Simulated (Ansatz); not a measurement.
# CH$_{6}$AlNO: what the fields show

Input

```
crystal:
  periodic: [false, false, false]
  atoms:
    - { symbol: C, position_ang: [-1.3064, 0.2424, -0.596] }
    - { symbol: "N", position_ang: [-0.63, -0.8441, -0.0373] }
    - { symbol: Al, position_ang: [0.8263, -0.2187, 1.0015] }
    - { symbol: O, position_ang: [2.2306, 0.8317, 0.2387] }
    - { symbol: H, position_ang: [-2.198, -0.1011, -1.2364] }
    - { symbol: H, position_ang: [-1.7763, 0.9397, 0.1987] }
    - { symbol: H, position_ang: [-0.6675, 0.8987, -1.2602] }
    - { symbol: H, position_ang: [-0.1879, -1.3795, -0.8337] }
    - { symbol: H, position_ang: [0.9669, -0.5942, 2.602] }
    - { symbol: H, position_ang: [2.8254, 0.1739, -0.0742] }
basis:
  gaussian: { orbitals: def2-SVP }
hamiltonian:
  xc: pbe
  dispersion: d4
relax:
  f_tol: 0.02
  max_steps: 50
output:
  orbitals: {}
```

Command:

```sh
ansatz run input.yaml --threads 2 --pin off --max-ram 3072MiB --backend cpu --events-out ev --progress --plain --runs-dir out
```

The fields are those of the relaxed geometry.

Method: RKS PBE-D4/def2-SVP in Ansatz.

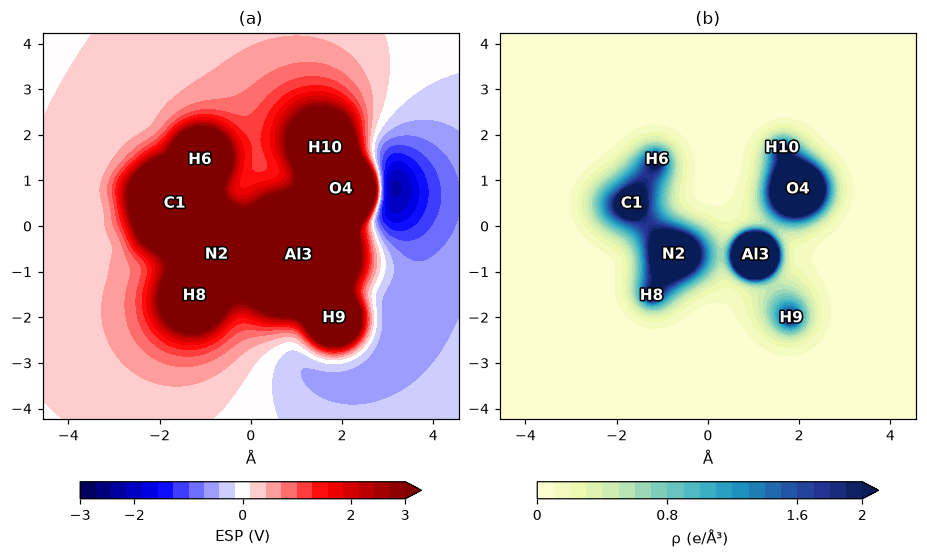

Figure 1. (a) molecular electrostatic potential; (b) total electron density on the plane of atoms C1, N2 and H8.

**Read the bonding off the picture.**

Atoms in the plane: C, N, Al, O and H. C–N (1.45 Å): ρ is about 1.9 e/Å³ halfway. Al–O (1.72 Å): ρ at the midpoint is about 0.8 e/Å³. Al–N (1.79 Å): ρ at the midpoint is about 0.8 e/Å³. O–H (0.97 Å): the density is about 3.5 e/Å³ at the midpoint. N–H (1.02 Å): ρ is about 2.7 e/Å³ halfway. Outside the dense part of the molecule the potential is most negative (−2.2 V) near O4.

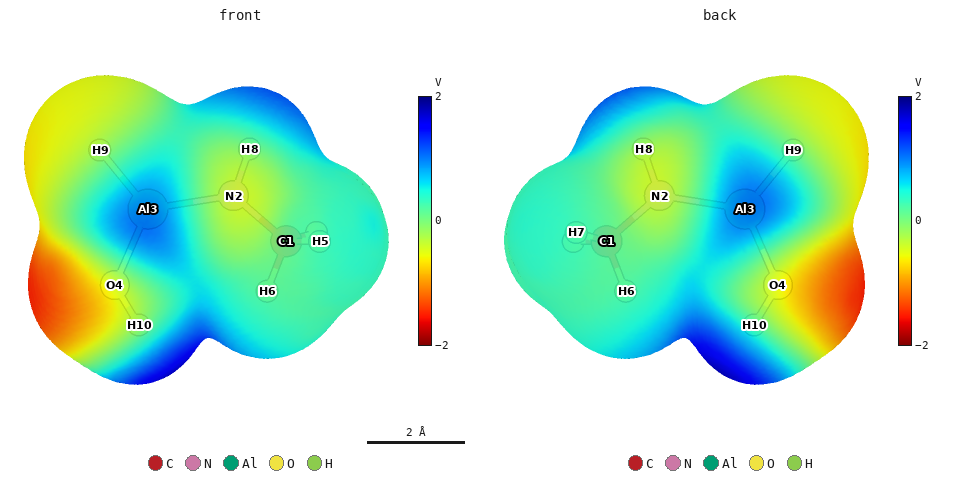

Figure 2. The molecular electrostatic potential painted on the density surface at 0.001 e/bohr³, seen from the front and from behind; the colour scale runs from red (negative) to blue (positive).

**Which sites attract a positive test charge, and which a negative one?**

A positive charge is drawn to the negative regions and a negative charge to the positive ones. The most negative region (about −1.5 V, or −35 kcal/mol for a unit charge) lies over O4, the most positive (about +1.7 V, or +39 kcal/mol for a unit charge) over H10. O4 is the likeliest acceptor of a hydrogen bond.
